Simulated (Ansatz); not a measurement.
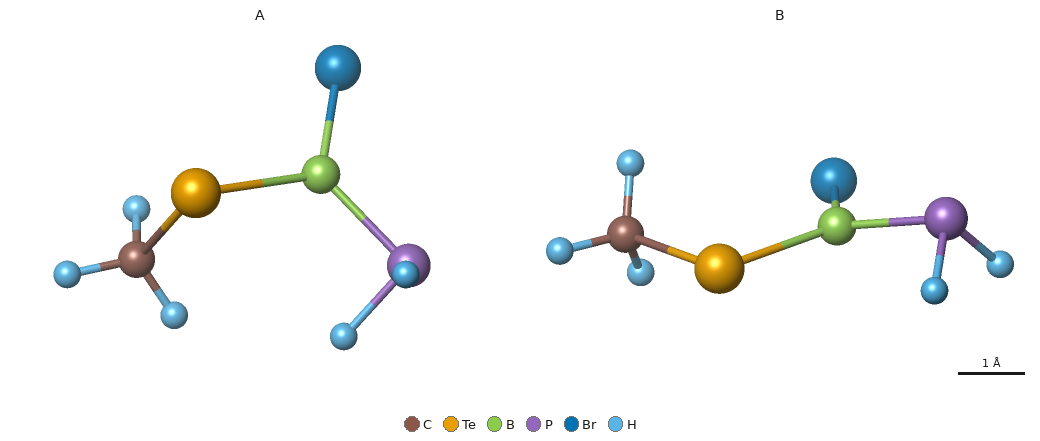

Two geometries of CH₅BBrPTe, drawn at one scale. One is the start of a relaxation, the other its converged end. A ball-and-stick model, seen at a tilt.

Theory: RKS r2SCAN-D4/def2-SVP in Ansatz. Settings: no spin polarisation; force threshold 0.015 eV/Å; at most 40 steps.

Which one is relaxed?

Answer. Structure B is the relaxed one. The run prepares an end point of a later path (inversion) calculation, from a guessed geometry. The largest move after the best rigid fit is that of an H atom, 2.35 Å. Largest moves by element: H 2.35 Å, Br 1.90 Å, Te 1.17 Å, P 1.08 Å, B 0.79 Å, C 0.61 Å. Some distances before and after: B–Te 2.239 → 2.140 Å, C–H 1.184 → 1.097 Å, H–P 1.493 → 1.425 Å, H–P 1.379 → 1.427 Å. Bond angles that change, for instance: C–Te–B 91.0° → 98.3°, B–P–H 92.6° → 98.2°, P–B–Br 122.5° → 117.7°. Groups turn about B–Te by about 95°, B–P by about 75°. After 21 geometry steps the energy has fallen by 1.296 eV. Largest force component: 2.8 eV/Å at the start, 0.0097 eV/Å at the end.
